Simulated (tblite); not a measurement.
C$_{4}$H$_{21}$ClOSi$_{6}$: geometry relaxation (part 2 of 2)

C$_{4}$H$_{21}$ClOSi$_{6}$; GFN2-xTB geometry optimisation, gas phase (tblite 0.8.0). 

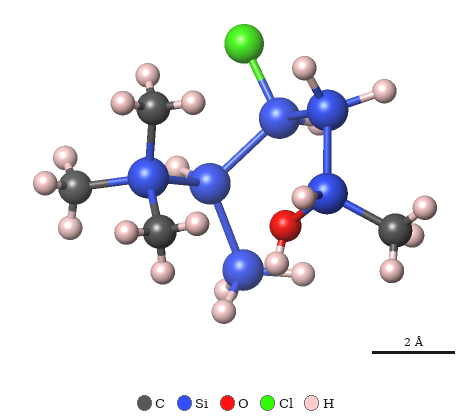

Figure 1. The geometry at step 280 of the log (ball-and-stick view, seen at a tilt).

Output, continued
```
371   -1042.09629    0.050
372   -1042.09653    0.041
373   -1042.09676    0.048
374   -1042.09701    0.038
375   -1042.09725    0.048
376   -1042.09745    0.042
377   -1042.09762    0.029
378   -1042.09781    0.035
379   -1042.09805    0.041
380   -1042.09833    0.048
381   -1042.09860    0.039
382   -1042.09881    0.026
383   -1042.09898    0.025
384   -1042.09916    0.041
385   -1042.09935    0.041
386   -1042.09954    0.027
387   -1042.09969    0.023
388   -1042.09982    0.028
389   -1042.10000    0.047
390   -1042.10024    0.045
391   -1042.10051    0.027
392   -1042.10068    0.030
393   -1042.10084    0.031
394   -1042.10101    0.030
395   -1042.10121    0.031
396   -1042.10140    0.034
397   -1042.10159    0.041
398   -1042.10180    0.040
399   -1042.10205    0.043
400   -1042.10228    0.037
401   -1042.10243    0.020
402   -1042.10254    0.023
403   -1042.10265    0.025
404   -1042.10278    0.035
405   -1042.10292    0.031
406   -1042.10307    0.026
407   -1042.10325    0.022
408   -1042.10336    0.021
409   -1042.10352    0.021
410   -1042.10367    0.031
411   -1042.10386    0.038
412   -1042.10408    0.035
413   -1042.10428    0.031
414   -1042.10443    0.017
415   -1042.10454    0.017
416   -1042.10463    0.024
417   -1042.10473    0.027
418   -1042.10483    0.018
419   -1042.10492    0.016
420   -1042.10501    0.017
421   -1042.10511    0.029
422   -1042.10522    0.029
423   -1042.10534    0.021
424   -1042.10545    0.018
425   -1042.10549    0.018
426   -1042.10557    0.018
427   -1042.10562    0.018
428   -1042.10567    0.011
429   -1042.10571    0.016
430   -1042.10575    0.013
431   -1042.10579    0.017
432   -1042.10583    0.014
433   -1042.10586    0.013
434   -1042.10588    0.009
435   -1042.10591    0.011
436   -1042.10593    0.013
437   -1042.10597    0.015
438   -1042.10602    0.017
439   -1042.10608    0.016
440   -1042.10615    0.018
441   -1042.10620    0.016
442   -1042.10625    0.018
443   -1042.10630    0.020
444   -1042.10636    0.018
445   -1042.10641    0.017
446   -1042.10646    0.016
447   -1042.10651    0.014
448   -1042.10654    0.015
449   -1042.10658    0.015
450   -1042.10661    0.013
451   -1042.10664    0.011
452   -1042.10666    0.010
453   -1042.10668    0.012
454   -1042.10672    0.015
455   -1042.10675    0.016
456   -1042.10679    0.014
457   -1042.10682    0.013
458   -1042.10684    0.013
459   -1042.10686    0.012
460   -1042.10688    0.009
461   -1042.10689    0.008
462   -1042.10691    0.009
463   -1042.10693    0.011
464   -1042.10695    0.010
465   -1042.10697    0.009
466   -1042.10699    0.010
467   -1042.10701    0.013
468   -1042.10704    0.011
469   -1042.10706    0.010
470   -1042.10709    0.010
471   -1042.10711    0.014
472   -1042.10714    0.017
473   -1042.10719    0.017
474   -1042.10723    0.017
475   -1042.10727    0.016
476   -1042.10729    0.012
477   -1042.10731    0.008
478   -1042.10733    0.010
479   -1042.10735    0.010
480   -1042.10736    0.008
481   -1042.10737    0.007
482   -1042.10738    0.007
483   -1042.10739    0.008
484   -1042.10740    0.008
485   -1042.10741    0.006
486   -1042.10741    0.005
487   -1042.10742    0.005
488   -1042.10743    0.008
489   -1042.10744    0.009
490   -1042.10745    0.006
491   -1042.10746    0.006
492   -1042.10746    0.006
493   -1042.10747    0.008
494   -1042.10748    0.008
495   -1042.10749    0.005
496   -1042.10750    0.005
497   -1042.10751    0.006
498   -1042.10751    0.006
499   -1042.10752    0.006
500   -1042.10753    0.006
501   -1042.10754    0.006
502   -1042.10754    0.007
503   -1042.10755    0.007
504   -1042.10756    0.006
505   -1042.10757    0.005
506   -1042.10757    0.005
507   -1042.10758    0.005
508   -1042.10758    0.006
509   -1042.10759    0.006
510   -1042.10760    0.007
511   -1042.10760    0.006
512   -1042.10761    0.005
513   -1042.10761    0.005
514   -1042.10761    0.005
515   -1042.10762    0.003
```

Trajectory as extended XYZ (Å, eV, eV/Å), 3 of the 12 frames kept, from step=0 to step=515
```
33
Properties=species:S:1:pos:R:3:forces:R:3 step=0 energy=-1041.58725
C     4.3180   -0.2909    0.3471    0.4330  -0.5340   0.4330
Si    3.0204    1.0409    0.2507   -0.7880   0.9290   0.2340
O     1.9935    0.9999    1.5594    0.6780   0.3070   0.0610
Si    1.8201    0.8410   -1.7013    0.1490   0.2210   0.1370
Si    0.8075   -1.2087   -1.6893    0.4570  -0.3880  -0.8960
Cl    0.0350   -1.5578   -3.5760    0.1190  -0.0530   0.1150
Si   -0.8472   -1.4892   -0.1824   -0.5840  -0.5430   0.3160
Si    0.0478   -1.9861    1.8601    0.0710  -0.1620   0.6480
Si   -2.2882    0.2841   -0.0195    0.0740  -0.7140  -0.1940
C    -3.7941   -0.2929    0.9403   -0.6780  -0.0950   0.3130
C    -2.8044    0.7927   -1.7417   -0.1570   0.6460  -0.6580
C    -1.4975    1.7072    0.8698    0.4780   1.0390   0.4460
H     4.9098   -0.1825    1.2639   -0.0020  -0.1640  -0.3030
H     3.8643   -1.2866    0.3648    0.1680   0.1890  -0.0110
H     4.9860   -0.2356   -0.5067    0.0390  -0.0760   0.1040
H     3.6925    2.3585    0.3091    0.0780  -0.0850   0.1050
H     2.3266    1.3567    2.4004   -0.3600  -0.3880  -0.6540
H     0.8040    1.9138   -1.7966    0.1740  -0.0560  -0.1590
H     2.7499    0.9683   -2.8442   -0.1510   0.1850   0.0710
H     1.8437   -2.2630   -1.5023   -0.1240   0.0970  -0.1590
H    -1.6683   -2.6567   -0.6089    0.0520   0.0290   0.0390
H    -0.8013   -2.9987    2.5477    0.3520   0.2730  -0.0430
H     0.1081   -0.7880    2.7465    0.0350  -0.4910  -0.2120
H     1.4051   -2.5515    1.6948   -0.2000   0.0910   0.2220
H    -3.5159   -0.5963    1.9530   -0.1600   0.0180  -0.2190
H    -4.2824   -1.1404    0.4452    0.1260   0.2640   0.2400
H    -4.5255    0.5169    1.0190    0.0040  -0.2540   0.0910
H    -3.5453    1.5979   -1.6962    0.1230  -0.1690  -0.2090
H    -1.9463    1.1632   -2.3185   -0.3490  -0.1470   0.1130
H    -3.2424   -0.0429   -2.2791    0.0210   0.0980  -0.0650
H    -2.1975    2.5361    0.9858    0.1010  -0.0350   0.0730
H    -0.6348    2.1003    0.3214   -0.1630  -0.1280   0.2110
H    -1.1581    1.4223    1.8668   -0.0140   0.0960  -0.1900
33
Properties=species:S:1:pos:R:3:forces:R:3 step=280 energy=-1042.07154
C     4.2721    0.8051    0.4288   -0.0040   0.0120  -0.0030
Si    2.4835    1.0602   -0.1647   -0.0060  -0.0240  -0.0110
O     1.4592    0.1692    0.7702   -0.0270  -0.0140   0.0040
Si    1.9652    0.1104   -2.1993   -0.0180  -0.0120   0.0020
Si    0.5160   -1.6918   -1.8557    0.0270   0.0070   0.0020
Cl   -0.7121   -1.8759   -3.5031   -0.0090   0.0010  -0.0330
Si   -0.8898   -1.6537    0.0250    0.0120   0.0170   0.0130
Si    0.1747   -2.4106    1.9455    0.0130  -0.0040   0.0220
Si   -2.0771    0.3711    0.1964    0.0050  -0.0090   0.0040
C    -3.8801    0.0211    0.7346   -0.0080   0.0080  -0.0010
C    -2.1032    1.2927   -1.4775   -0.0020  -0.0030  -0.0110
C    -1.3500    1.5815    1.4834    0.0010   0.0120   0.0120
H     4.4363    1.1970    1.4299    0.0090   0.0010   0.0070
H     4.5228   -0.2523    0.4489    0.0130   0.0010  -0.0070
H     4.9786    1.2973   -0.2320    0.0040  -0.0120   0.0110
H     2.1780    2.4827    0.0778    0.0050   0.0080  -0.0050
H     1.4284    0.2792    1.7178    0.0130   0.0010   0.0000
H     1.3849    1.1298   -3.0917   -0.0080   0.0020  -0.0030
H     3.2056   -0.2538   -2.9129   -0.0060  -0.0030   0.0050
H     1.2945   -2.9447   -1.9296    0.0110  -0.0070  -0.0020
H    -1.9397   -2.6776   -0.2448   -0.0050  -0.0080  -0.0020
H    -0.3635   -3.6650    2.4836    0.0010   0.0170  -0.0050
H     0.0508   -1.4534    3.0584    0.0090  -0.0080  -0.0190
H     1.6134   -2.6485    1.7868   -0.0050   0.0040   0.0000
H    -3.9040   -0.4413    1.7170   -0.0180  -0.0020   0.0080
H    -4.3711   -0.6574    0.0441    0.0070  -0.0030  -0.0100
H    -4.4785    0.9269    0.7833   -0.0080   0.0070   0.0050
H    -2.7181    2.1879   -1.4473   -0.0090   0.0070   0.0100
H    -1.1015    1.5946   -1.7711    0.0120  -0.0010  -0.0020
H    -2.4954    0.6559   -2.2640    0.0040  -0.0100  -0.0240
H    -2.0142    2.4207    1.6655   -0.0240   0.0120   0.0060
H    -0.4027    1.9849    1.1441    0.0100   0.0080   0.0010
H    -1.1801    1.0898    2.4359   -0.0010  -0.0080   0.0260
33
Properties=species:S:1:pos:R:3:forces:R:3 step=515 energy=-1042.10762
C     4.1590    0.5872    0.2632   -0.0020   0.0000   0.0000
Si    2.4547    1.0628   -0.4351   -0.0010   0.0000  -0.0020
O     1.2772    0.5058    0.5795    0.0000   0.0000   0.0010
Si    1.8331   -0.0636   -2.3498    0.0030   0.0010   0.0010
Si    0.3408   -1.7811   -1.8155    0.0010   0.0000   0.0010
Cl   -1.0999   -1.8715   -3.2950    0.0010   0.0010   0.0000
Si   -0.8056   -1.6180    0.2306   -0.0010  -0.0010  -0.0010
Si    0.5800   -2.1169    2.0275   -0.0010   0.0010   0.0010
Si   -2.0704    0.3641    0.3236    0.0000   0.0000  -0.0010
C    -3.9369   -0.0257    0.1602   -0.0010   0.0000   0.0000
C    -1.6066    1.5454   -1.1063    0.0000   0.0020  -0.0010
C    -1.8351    1.3202    1.9654    0.0000   0.0010   0.0010
H     4.3576    1.0529    1.2259   -0.0010   0.0000   0.0000
H     4.2310   -0.4884    0.4033    0.0010   0.0010   0.0000
H     4.9577    0.8821   -0.4095   -0.0020  -0.0010   0.0000
H     2.3997    2.5368   -0.3908    0.0010   0.0010   0.0010
H     1.2852    0.7307    1.5069    0.0000   0.0000   0.0010
H     1.2712    0.8843   -3.3273    0.0010  -0.0010   0.0000
H     3.0447   -0.5482   -3.0409   -0.0010  -0.0020  -0.0010
H     1.0214   -3.0807   -1.9895    0.0000   0.0010   0.0010
H    -1.8056   -2.7253    0.2159   -0.0010   0.0000   0.0000
H     0.2375   -3.3585    2.7282    0.0010  -0.0010  -0.0010
H     0.5436   -1.0854    3.0758    0.0010   0.0000   0.0000
H     1.9952   -2.2572    1.6649    0.0000   0.0010  -0.0010
H    -4.2818   -0.6524    0.9774    0.0010  -0.0010   0.0000
H    -4.1355   -0.5590   -0.7645    0.0010   0.0000   0.0000
H    -4.5473    0.8736    0.1566   -0.0010   0.0010   0.0000
H    -2.2341    2.4325   -1.1200   -0.0010   0.0020   0.0000
H    -0.5749    1.8739   -1.0225    0.0010  -0.0020   0.0010
H    -1.7181    1.0542   -2.0684    0.0010  -0.0030   0.0000
H    -2.5819    2.0999    2.0860    0.0000   0.0010   0.0010
H    -0.8610    1.7972    2.0031    0.0000   0.0010   0.0000
H    -1.9123    0.6604    2.8245    0.0000  -0.0010   0.0010
```

Results in brief

```json
{"quantity": "outcome", "value": "converged"}
{"quantity": "total energy", "value": "−1042.1076 eV"}
{"quantity": "hardware", "value": "1 CPU thread, shared host"}
{"quantity": "wall time", "value": "19 s"}
{"quantity": "peak memory", "value": "1.7 GiB"}
```
